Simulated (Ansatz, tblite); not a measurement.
# SiFCl3 (SiCl3F): charged states by level of theory

Aim: the energy of removing and adding an electron for SiFCl3 (SiCl3F), by energy differences, and how well orbital energies stand in for it.

The runs use Ansatz 0.2.0, Gaussian basis; as each input shows.

Levels to be run: charge +1 doublet, at the geometry of the singlet (PBE0-D4/def2-TZVP, PBE-D4/def2-TZVP, r2SCAN-D4/def2-TZVP); charge -1 doublet, at the geometry of the singlet (PBE0-D4/def2-TZVPD, PBE-D4/def2-TZVPD, r2SCAN-D4/def2-TZVPD); the starting singlet's energies come from earlier runs.

### Step 1. The geometry

The singlet was relaxed beforehand with PBE-D4/def2-SVP.

5 atoms, charge 0, spin multiplicity 1.

Atoms are counted from 1 here; the program's logs count them from 0.

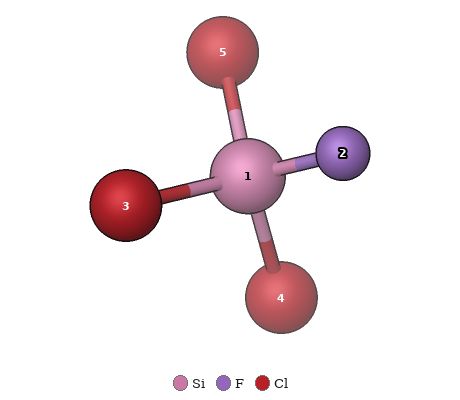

The structure; silicon pink, fluorine purple, chlorine red; atoms are numbered from 1 in the order of the file.

### Step 2. Charge +1 doublet at the fixed geometry, first pass, PBE0-D4/def2-SVP

Contents of in.yaml:

```yaml
crystal:
  periodic: [false, false, false]
  atoms:
    - {symbol: Si, position_ang: [0.000410, -0.000544, 0.062813]}
    - {symbol: F, position_ang: [0.008253, -0.016255, 1.681419]}
    - {symbol: Cl, position_ang: [1.936206, 0.010156, -0.590973]}
    - {symbol: Cl, position_ang: [-0.976434, 1.682357, -0.560406]}
    - {symbol: Cl, position_ang: [-0.968435, -1.675704, -0.592843]}
basis:
  gaussian: {orbitals: def2-SVP}
total_charge: 1
magnetization: {spin_polarized: true, initial_magnetization: 1}
hamiltonian: {xc: pbe0, dispersion: d4}
output: {orbitals: {seedname: orbitals}}
```

On the command line:

```bash
$ ansatz run in.yaml --threads 4 --pin off --events-out ev --progress --plain --max-ram 3916MiB
```

The log of the run:

```text
Functional definition: PBE0
  name "PBE0"
  cite "Adamo & Barone, J. Chem. Phys. 110, 6158 (1999) doi:10.1063/1.478522"
  cite "Perdew, Burke & Ernzerhof, Phys. Rev. Lett. 77, 3865 (1996) doi:10.1103/PhysRevLett.77.3865"
  parent pbe
  parameter a = 0.25
  parameter kappa = 0.804
  parameter beta = 0.06672455060314922
  exchange = (1 - a)*pbe_x(kappa = kappa, mu = beta*pi^2/3) + a*exact_x
  correlation = pbe_c(beta = beta)
766 factors; integrals over basis functions are off by at most 8.4e-4 eV
mean field evaluation 1: about -48117.7938 eV, gradient 3.5e1 eV
mean field evaluation 2: about -48088.2593 eV, gradient 9.1e1 eV
mean field evaluation 4: about -48121.7096 eV, gradient 4.3e0 eV
mean field evaluation 8: about -48121.8445 eV, gradient 4.7e-1 eV
mean field evaluation 16: about -48121.8456 eV, gradient 7.1e-4 eV
mean field evaluation 32: about -48121.5512 eV, gradient 3.5e0 eV
mean field -48121.84563045 eV, -1768.4452087607 hartree, gradient 1.1e-5 eV, S^2 0.754858; 4 other end points of the search recorded, 0 dependent functions left out
reference -48121.84564929 eV, -1768.4452094528 hartree; 37, 36 occupied and 49, 50 virtual orbitals, 766 factors
Total energy: -48122.01563659 eV, -1768.4514563708 hartree
```

Wall time 2.7 s (4 threads of Arm Neoverse V2, shared host).

From the report: HOMO -15.83 eV, LUMO -14.01 eV (over both spins); ⟨S²⟩ 0.755 (pure: 0.75).

### Step 3. Charge +1 doublet at the fixed geometry, PBE0-D4/def2-TZVP

start.molden holds the orbitals of an earlier run on this state, given as this run's starting guess.

in.yaml: that of step 2 with these lines changed.

```diff
@@ -9,3 +9,3 @@
 basis:
-  gaussian: {orbitals: def2-SVP}
+  gaussian: {orbitals: def2-TZVP, initial_orbitals: start.molden}
 total_charge: 1
@@ -13,2 +13,3 @@
 hamiltonian: {xc: pbe0, dispersion: d4}
+scf: {omitted_lower_state_checks: [starts]}
 output: {orbitals: {seedname: orbitals}}
```

Same command.

The log of the run:

```text
Functional definition: PBE0
  name "PBE0"
  cite "Adamo & Barone, J. Chem. Phys. 110, 6158 (1999) doi:10.1063/1.478522"
  cite "Perdew, Burke & Ernzerhof, Phys. Rev. Lett. 77, 3865 (1996) doi:10.1103/PhysRevLett.77.3865"
  parent pbe
  parameter a = 0.25
  parameter kappa = 0.804
  parameter beta = 0.06672455060314922
  exchange = (1 - a)*pbe_x(kappa = kappa, mu = beta*pi^2/3) + a*exact_x
  correlation = pbe_c(beta = beta)
these checks for a lower state are left out or cut short: starts
1228 factors; their error is unknown
mean field evaluation 1: about -48136.8601 eV, gradient 1.5e2 eV
mean field evaluation 2: about -48141.0491 eV, gradient 5.3e0 eV
mean field evaluation 4: about -48141.3364 eV, gradient 1.6e-1 eV
mean field evaluation 8: about -48141.3365 eV, gradient 2.6e-5 eV
mean field -48141.33648172 eV, -1769.1614843333 hartree, gradient 1.1e-5 eV, S^2 0.756647; 0 other end points of the search recorded, 0 dependent functions left out
reference -48141.33650540 eV, -1769.1614852036 hartree; 37, 36 occupied and 142, 143 virtual orbitals, 1228 factors
Total energy: -48141.50649270 eV, -1769.1677321216 hartree
Checks for a lower state left out: starts
```

Wall time 6.5 s (4 threads of Arm Neoverse V2, shared host); peak memory 0.75 GiB.

HOMO -15.69 eV, LUMO -13.84 eV (over both spins); ⟨S²⟩ 0.757 (pure: 0.75).

### Step 4. Charge +1 doublet at the fixed geometry, PBE-D4/def2-TZVP

in.yaml: that of step 3 with these lines changed.

```diff
@@ -12,3 +12,3 @@
 magnetization: {spin_polarized: true, initial_magnetization: 1}
-hamiltonian: {xc: pbe0, dispersion: d4}
+hamiltonian: {xc: pbe, dispersion: d4}
 scf: {omitted_lower_state_checks: [starts]}
```

The command is unchanged.

The log of the run:

```text
Functional definition: PBE
  name "PBE"
  cite "Perdew, Burke & Ernzerhof, Phys. Rev. Lett. 77, 3865 (1996) doi:10.1103/PhysRevLett.77.3865"
  parent pbe
  parameter kappa = 0.804
  parameter beta = 0.06672455060314922
  exchange = pbe_x(kappa = kappa, mu = beta*pi^2/3)
  correlation = pbe_c(beta = beta)
these checks for a lower state are left out or cut short: starts
1176 factors; their error is unknown
mean field evaluation 1: about -48138.0820 eV, gradient 1.1e1 eV
mean field evaluation 2: about -48138.2144 eV, gradient 1.9e-1 eV
mean field evaluation 4: about -48138.2053 eV, gradient 4.7e-4 eV
mean field evaluation 8: about -48138.2053 eV, gradient 1.7e-5 eV
mean field -48138.20525906 eV, -1769.0464140230 hartree, gradient 5.9e-6 eV, S^2 0.752135; 0 other end points of the search recorded, 0 dependent functions left out
reference -48138.20529129 eV, -1769.0464152073 hartree; 37, 36 occupied and 142, 143 virtual orbitals, 1176 factors
Total energy: -48138.40480661 eV, -1769.0537472601 hartree
Checks for a lower state left out: starts
```

Run time: 3.1 s. Hardware: 4 threads of Arm Neoverse V2, shared host.

HOMO -14.35 eV, LUMO -14.14 eV (over both spins); ⟨S²⟩ 0.752 (pure: 0.75).

### Step 5. Charge +1 doublet at the fixed geometry, r2SCAN-D4/def2-TZVP

in.yaml: that of step 4 with these lines changed.

```diff
@@ -12,3 +12,3 @@
 magnetization: {spin_polarized: true, initial_magnetization: 1}
-hamiltonian: {xc: pbe, dispersion: d4}
+hamiltonian: {xc: r2scan, dispersion: d4}
 scf: {omitted_lower_state_checks: [starts]}
```

The command is unchanged.

The log of the run:

```text
Functional definition: r2SCAN
  name "r2SCAN"
  cite "Furness, Kaplan, Ning, Perdew & Sun, J. Phys. Chem. Lett. 11, 8208 (2020) doi:10.1021/acs.jpclett.0c02405"
  cite "Furness, Kaplan, Ning, Perdew & Sun, J. Phys. Chem. Lett. 11, 9248 (2020) doi:10.1021/acs.jpclett.0c03077"
  parent r2scan
  parameter k0 = 0.174
  parameter k1 = 0.065
  parameter a1 = 4.9479
  exchange = r2scan_x(k0 = k0, k1 = k1, a1 = a1)
  correlation = r2scan_c
these checks for a lower state are left out or cut short: starts
1176 factors; their error is unknown
mean field evaluation 1: about -48155.6536 eV, gradient 8.0e0 eV
mean field evaluation 2: about -48155.6911 eV, gradient 7.6e-2 eV
mean field evaluation 4: about -48155.6798 eV, gradient 1.5e-4 eV
mean field evaluation 8: about -48155.6798 eV, gradient 1.9e-5 eV
mean field -48155.67977352 eV, -1769.6885905847 hartree, gradient 4.6e-6 eV, S^2 0.754281; 0 other end points of the search recorded, 0 dependent functions left out
reference -48155.67978295 eV, -1769.6885909312 hartree; 37, 36 occupied and 142, 143 virtual orbitals, 1176 factors
Total energy: -48155.72328792 eV, -1769.6901897093 hartree
Checks for a lower state left out: starts
```

Run time: 7.5 s. Hardware: 4 threads of Arm Neoverse V2, shared host.

Report: HOMO -14.72 eV, LUMO -14.35 eV (over both spins); ⟨S²⟩ 0.754 (pure: 0.75).

### Step 6. Vertical ionisation energy

Charged state less starting state, singlet to doublet; the starting state's energies are those of its earlier runs.

```tsv
level	vertical ionisation energy (eV)	time
PBE-D4/def2-TZVP	+11.19	4.4 s
r2SCAN-D4/def2-TZVP	+11.49	11 s
PBE0-D4/def2-TZVP	+11.77	9.5 s
```

Times add the two runs; a level without a time comes out of a correlated run.

Beside −ε(HOMO) of the starting state:

```tsv
level	−ε(HOMO) (eV)	by difference (eV)	mismatch (eV)
PBE-D4/def2-TZVP	8.22	11.19	-2.97
r2SCAN-D4/def2-TZVP	8.61	11.49	-2.88
PBE0-D4/def2-TZVP	9.67	11.77	-2.09
```

### Step 7. Charge -1 doublet at the fixed geometry, first pass, PBE0-D4/def2-SVP

in.yaml: that of step 5 with these lines changed.

```diff
@@ -9,7 +9,6 @@
 basis:
-  gaussian: {orbitals: def2-TZVP, initial_orbitals: start.molden}
-total_charge: 1
+  gaussian: {orbitals: def2-SVP}
+total_charge: -1
 magnetization: {spin_polarized: true, initial_magnetization: 1}
-hamiltonian: {xc: r2scan, dispersion: d4}
-scf: {omitted_lower_state_checks: [starts]}
+hamiltonian: {xc: pbe0, dispersion: d4}
 output: {orbitals: {seedname: orbitals}}
```

Launched as before.

The log of the run:

```text
Functional definition: PBE0
  name "PBE0"
  cite "Adamo & Barone, J. Chem. Phys. 110, 6158 (1999) doi:10.1063/1.478522"
  cite "Perdew, Burke & Ernzerhof, Phys. Rev. Lett. 77, 3865 (1996) doi:10.1103/PhysRevLett.77.3865"
  parent pbe
  parameter a = 0.25
  parameter kappa = 0.804
  parameter beta = 0.06672455060314922
  exchange = (1 - a)*pbe_x(kappa = kappa, mu = beta*pi^2/3) + a*exact_x
  correlation = pbe_c(beta = beta)
771 factors; integrals over basis functions are off by at most 8.4e-4 eV
mean field evaluation 1: about -48131.3361 eV, gradient 1.0e1 eV
mean field evaluation 2: about -48131.1425 eV, gradient 1.3e1 eV
mean field evaluation 4: about -48131.8512 eV, gradient 9.5e-1 eV
mean field evaluation 8: about -48131.8956 eV, gradient 7.1e-2 eV
mean field evaluation 16: about -48131.8959 eV, gradient 1.1e-4 eV
mean field -48131.89588092 eV, -1768.8145486529 hartree, gradient 5.7e-5 eV, S^2 0.751792; 2 other end points of the search recorded, 0 dependent functions left out
reference -48131.89590242 eV, -1768.8145494430 hartree; 38, 37 occupied and 48, 49 virtual orbitals, 771 factors
Total energy: -48132.09192125 eV, -1768.8217530024 hartree
```

Wall time 1.9 s (4 threads of Arm Neoverse V2, shared host).

Report: HOMO 3.94 eV, LUMO 6.43 eV (over both spins); ⟨S²⟩ 0.752 (pure: 0.75). Doubts: highest occupied level lies above zero.

### Step 8. Charge -1 doublet at the fixed geometry, PBE0-D4/def2-TZVPD

in.yaml: that of step 7 with these lines changed.

```diff
@@ -9,3 +9,3 @@
 basis:
-  gaussian: {orbitals: def2-SVP}
+  gaussian: {orbitals: def2-TZVPD, initial_orbitals: start.molden}
 total_charge: -1
@@ -13,2 +13,3 @@
 hamiltonian: {xc: pbe0, dispersion: d4}
+scf: {omitted_lower_state_checks: [starts]}
 output: {orbitals: {seedname: orbitals}}
```

Same command.

The log of the run:

```text
Functional definition: PBE0
  name "PBE0"
  cite "Adamo & Barone, J. Chem. Phys. 110, 6158 (1999) doi:10.1063/1.478522"
  cite "Perdew, Burke & Ernzerhof, Phys. Rev. Lett. 77, 3865 (1996) doi:10.1103/PhysRevLett.77.3865"
  parent pbe
  parameter a = 0.25
  parameter kappa = 0.804
  parameter beta = 0.06672455060314922
  exchange = (1 - a)*pbe_x(kappa = kappa, mu = beta*pi^2/3) + a*exact_x
  correlation = pbe_c(beta = beta)
these checks for a lower state are left out or cut short: starts
1417 factors; their error is unknown
mean field evaluation 1: about -48146.3005 eV, gradient 1.5e2 eV
mean field evaluation 2: about -48151.3334 eV, gradient 7.4e0 eV
mean field evaluation 4: about -48152.7016 eV, gradient 5.6e-1 eV
mean field evaluation 8: about -48152.8109 eV, gradient 3.4e-4 eV
mean field -48152.81094490 eV, -1769.5831630775 hartree, gradient 1.2e-5 eV, S^2 0.750855; 0 other end points of the search recorded, 0 dependent functions left out
reference -48152.81097294 eV, -1769.5831641081 hartree; 38, 37 occupied and 183, 184 virtual orbitals, 1417 factors
Total energy: -48153.00699178 eV, -1769.5903676675 hartree
Checks for a lower state left out: starts
```

It took 9 s on 4 threads of Arm Neoverse V2, shared host; peak memory 0.93 GiB.

From the report: HOMO 1.48 eV, LUMO 2.75 eV (over both spins); ⟨S²⟩ 0.751 (pure: 0.75). Doubts: highest occupied level lies above zero.

### Step 9. Charge -1 doublet at the fixed geometry, PBE-D4/def2-TZVPD

in.yaml: that of step 8 with these lines changed.

```diff
@@ -12,3 +12,3 @@
 magnetization: {spin_polarized: true, initial_magnetization: 1}
-hamiltonian: {xc: pbe0, dispersion: d4}
+hamiltonian: {xc: pbe, dispersion: d4}
 scf: {omitted_lower_state_checks: [starts]}
```

Same command.

The log of the run:

```text
Functional definition: PBE
  name "PBE"
  cite "Perdew, Burke & Ernzerhof, Phys. Rev. Lett. 77, 3865 (1996) doi:10.1103/PhysRevLett.77.3865"
  parent pbe
  parameter kappa = 0.804
  parameter beta = 0.06672455060314922
  exchange = pbe_x(kappa = kappa, mu = beta*pi^2/3)
  correlation = pbe_c(beta = beta)
these checks for a lower state are left out or cut short: starts
1312 factors; their error is unknown
mean field evaluation 1: about -48149.2107 eV, gradient 1.1e1 eV
mean field evaluation 2: about -48149.3393 eV, gradient 2.0e-1 eV
mean field evaluation 4: about -48149.3289 eV, gradient 4.3e-3 eV
mean field -48149.32890215 eV, -1769.4552003668 hartree, gradient 1.8e-5 eV, S^2 0.750495; 0 other end points of the search recorded, 0 dependent functions left out
reference -48149.32894046 eV, -1769.4552017745 hartree; 38, 37 occupied and 183, 184 virtual orbitals, 1312 factors
Total energy: -48149.55890224 eV, -1769.4636527140 hartree
Checks for a lower state left out: starts
```

Run time: 4.2 s. Hardware: 4 threads of Arm Neoverse V2, shared host.

HOMO 1.77 eV, LUMO 2.16 eV (over both spins); ⟨S²⟩ 0.750 (pure: 0.75). Doubts: highest occupied level lies above zero.

### Step 10. Charge -1 doublet at the fixed geometry, r2SCAN-D4/def2-TZVPD

in.yaml: that of step 9 with these lines changed.

```diff
@@ -12,3 +12,3 @@
 magnetization: {spin_polarized: true, initial_magnetization: 1}
-hamiltonian: {xc: pbe, dispersion: d4}
+hamiltonian: {xc: r2scan, dispersion: d4}
 scf: {omitted_lower_state_checks: [starts]}
```

The command is unchanged.

The log of the run:

```text
Functional definition: r2SCAN
  name "r2SCAN"
  cite "Furness, Kaplan, Ning, Perdew & Sun, J. Phys. Chem. Lett. 11, 8208 (2020) doi:10.1021/acs.jpclett.0c02405"
  cite "Furness, Kaplan, Ning, Perdew & Sun, J. Phys. Chem. Lett. 11, 9248 (2020) doi:10.1021/acs.jpclett.0c03077"
  parent r2scan
  parameter k0 = 0.174
  parameter k1 = 0.065
  parameter a1 = 4.9479
  exchange = r2scan_x(k0 = k0, k1 = k1, a1 = a1)
  correlation = r2scan_c
these checks for a lower state are left out or cut short: starts
1312 factors; their error is unknown
mean field evaluation 1: about -48166.7964 eV, gradient 8.0e0 eV
mean field evaluation 2: about -48166.8353 eV, gradient 1.1e-1 eV
mean field evaluation 4: about -48166.8215 eV, gradient 5.3e-3 eV
mean field evaluation 8: about -48166.8215 eV, gradient 1.8e-5 eV
mean field -48166.82153008 eV, -1770.0980425862 hartree, gradient 1.8e-5 eV, S^2 0.751331; 0 other end points of the search recorded, 0 dependent functions left out
reference -48166.82156048 eV, -1770.0980437032 hartree; 38, 37 occupied and 183, 184 virtual orbitals, 1312 factors
Total energy: -48166.87197479 eV, -1770.0998963951 hartree
Checks for a lower state left out: starts
```

Run time: 12 s. Hardware: 4 threads of Arm Neoverse V2, shared host.

HOMO 1.80 eV, LUMO 2.39 eV (over both spins); ⟨S²⟩ 0.751 (pure: 0.75). Doubts: highest occupied level lies above zero.

### Step 11. Vertical electron affinity

Starting state less charged state (positive: the electron is bound), singlet to doublet; the starting state's energies are those of its earlier runs.

```tsv
level	vertical electron affinity (eV)	time
PBE-D4/def2-TZVPD	-0.11	6.1 s
r2SCAN-D4/def2-TZVPD	-0.39	16 s
PBE0-D4/def2-TZVPD	-0.32	12 s
```

Times add the two runs; a level without a time comes out of a correlated run.

Beside −ε(LUMO) of the starting state:

```tsv
level	−ε(LUMO) (eV)	by difference (eV)	mismatch (eV)
PBE-D4/def2-TZVPD	1.96	-0.11	+2.06
r2SCAN-D4/def2-TZVPD	1.51	-0.39	+1.90
PBE0-D4/def2-TZVPD	1.00	-0.32	+1.32
```

### Step 12. What came out

```
                                             quantity                                   value
 vertical ionisation energy, functionals in def2-TZVP    11.19 (PBE-D4) to 11.77 eV (PBE0-D4)
vertical electron affinity, functionals in def2-TZVPD  -0.39 (r2SCAN-D4) to -0.11 eV (PBE-D4)
```

In words: The vertical ionisation energy spans 11.19 to 11.77 eV over the functionals. −ε(HOMO) misses the level's own difference by -2.09 eV at best (PBE0-D4) and -2.97 eV at worst (PBE-D4). The vertical electron affinity spans -0.39 to -0.11 eV over the functionals. A negative affinity means an unbound electron, held by the basis alone. −ε(LUMO) misses the level's own difference by +1.32 eV at best (PBE0-D4) and +2.06 eV at worst (PBE-D4).
